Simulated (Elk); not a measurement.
Band structure of Ba (Im-3m, 1 atom in the cell).

```yaml
crystal:
  lattice:
    - [-2.53435, 2.53435, 2.53435]
    - [2.53435, -2.53435, 2.53435]
    - [2.53435, 2.53435, -2.53435]
  atoms:
    - { symbol: Ba, position: [0.00000, 0.00000, 0.00000] }
```

Method of the run: PBE, all-electron FP-LAPW, Elk's shipped species files, default APW+lo basis run with Elk.

Settings: xctype = 20; rgkmax = 7; stype = 3; swidth = 0.00367493 Ha; ngridk = 9 9 9.

The starting cell has typed, rounded lattice constants, without a prior relaxation at this level. Its lattice was rescaled by a random factor within 2.5 % of one. Values depend on the basis (sphere radii, cutoffs, local orbitals), which need not be converged.

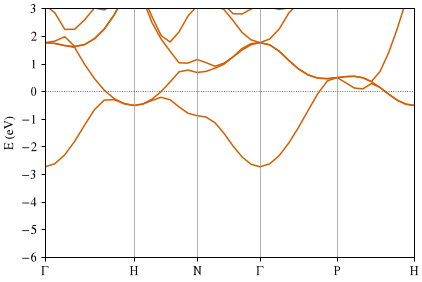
Figure: Bands along the path, energies from the Fermi level.

Levels in eV from the Fermi level, bands 7 to 13:
```json
[
 {"point": "Γ", "7": "-13.92", "8": "-13.92", "9": "-13.92", "10": "-2.74", "11": "1.76", "12": "1.76", "13": "1.76"},
 {"point": "H", "7": "-14.21", "8": "-14.21", "9": "-14.21", "10": "-0.52", "11": "-0.52", "12": "3.99", "13": "3.99"},
 {"point": "N", "7": "-14.33", "8": "-14.05", "9": "-13.91", "10": "-0.88", "11": "0.68", "12": "1.15", "13": "3.08"},
 {"point": "P", "7": "-14.12", "8": "-14.12", "9": "-14.12", "10": "0.49", "11": "0.49", "12": "0.49", "13": "3.43"}
]
```

Bands cross the Fermi level along this path, so the cell is metallic at this level.
